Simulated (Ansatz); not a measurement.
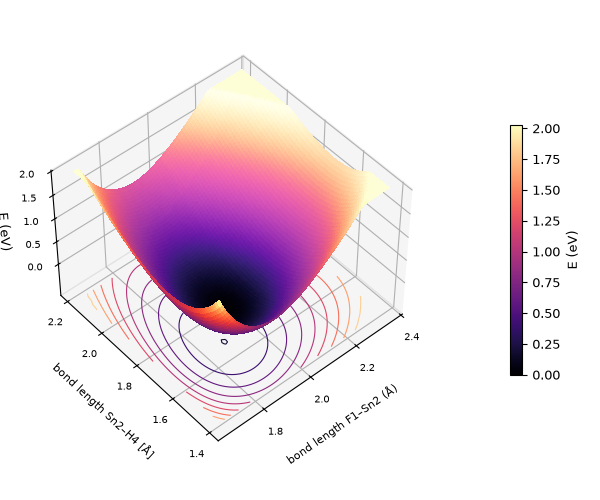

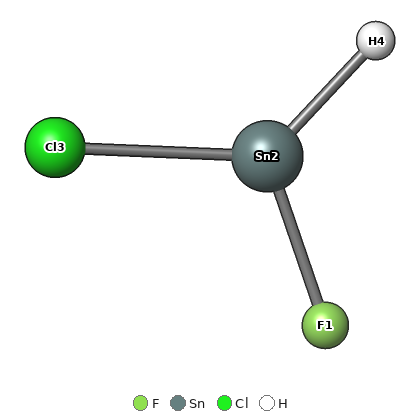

Energy landscape of ClFHSn, SMILES [F][SnH+][Cl], charge +1. 
- The first coordinate is: bond length F1–Sn2; the second: bond length Sn2–H4.
- Nothing is relaxed (all other coordinates rigid).
- The scan uses a 7 × 7 grid.
- Points are written as (first, second).
- Energies: eV, counted from the lowest grid point.
- Level of theory: RKS wB97M-V/def2-SVP (Ansatz 0.2.0).

Drawn: a relief with its contours projected below, any walls above the top of the colour scale cut off. Between grid points the surface is interpolated. The second picture is the structure at the lowest point.

Question: Where are the wells?

Answer: The lowest grid point is at (1.891 Å, 1.668 Å). No other kind of well shows on this grid. The highest grid point, (2.356 Å, 2.183 Å), lies 2.72 eV above the lowest. Round the minimum the two coordinates are nearly uncoupled.

Each point was launched as `ansatz run input.yaml --threads 1 --pin off --max-ram 2560MiB --backend cpu --events-out ev --progress --plain --runs-dir out`. The whole map (49 points run) took 15 min on 1 thread of Intel(R) Xeon(R) Processor @ 2.50GHz (Skylake/Cascade Lake), with other jobs on the host.
